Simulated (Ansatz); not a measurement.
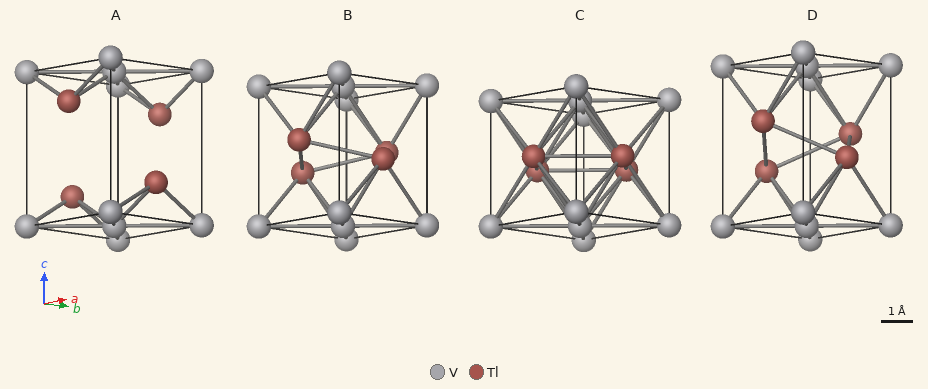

4 geometries from one relaxation of solid TlV (built on the litharge_129 type) (coarse preliminary run), in shuffled order. The picture is a ball-and-stick view of the cell of the calculation, seen from a free direction.

Case: litharge type (P4/nmm, No. 129).

These are results of DFT PBE, scalar-relativistic, plane waves, PAW (Ansatz), not measurements. Set-up: plane-wave cutoff 420 eV; k-point mesh 4 × 4 × 4; occupations gaussian; smearing width 0.1 eV; no spin polarisation; cell and atoms relaxed; force threshold 0.04 eV/Å; at most 70 steps.

Question: Put them in the order of the run, from the start to the converged end.

Answer: A, D, B, C. They are steps 0, 4, 7, 12, at +6.452 eV per cell of the calculation, +0.772 eV per cell of the calculation, +0.544 eV per cell of the calculation relative to the last. The largest moves relative to the cell, 1.12 Å, are those of Tl atoms. V stays in place. The volume changes by −15.5 %, with a = b 4.106 → 4.188 Å (+2.0 %), c 5.189 → 4.216 Å (−18.7 %). Some distances before and after: Tl–V 4.468 → 2.971 Å, Tl–Tl 3.999 → 2.961 Å, Tl–V 2.388 → 2.971 Å, V–V 2.904 → 2.961 Å. New bonds form: Tl–V (4.47 → 2.97 Å). Bond angles that change, for instance: V–Tl–V 118.6° → 89.6°, V–Tl–V 74.9° → 59.8°. The space group (tolerance 0.01 Å) goes from P4/nmm (No. 129) to P4/mmm (No. 123). After 11 accepted moves (12 points after the start) the energy has fallen by 6.452 eV per cell of the calculation. Largest force component: 7.3 eV/Å at the start, 0.00066 eV/Å at the end. The pressure goes from 33.11 to −0.05 GPa. At 1 point the geometry stayed and the basis and grid were re-selected for the new cell (energy shift of 2.5 meV per cell of the calculation at most each time). The run took 23 s on 1 thread of Intel(R) Xeon(R) 6975P-C (Granite Rapids), on a shared host, peak memory 0.41 GiB.

Limits of the set-up: the k-point mesh is coarse for a cell with partly filled bands.
